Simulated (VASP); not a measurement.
Band structure of CaCl$_{2}$ (space group P4_2/mnm). Level of theory: r2SCAN meta-GGA, VASP's PBE PAW potentials (set 64) (plane waves; VASP).

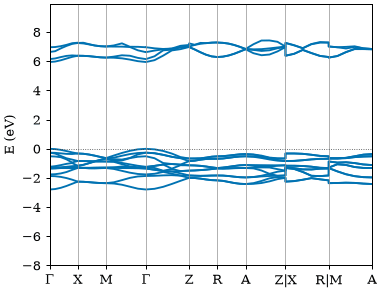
Figure: Bands along high-symmetry lines, zero at the valence-band maximum or, without a gap, the Fermi level

Read the plot: is there a gap, and where are the band edges?

The gap is direct, 5.95 eV, from the valence maximum at Γ to the conduction minimum at Γ.

The structure comes from a computed database's CaCl2 entry (P4_2/mnm); how it stands against other phases isn't given here. It was relaxed first.
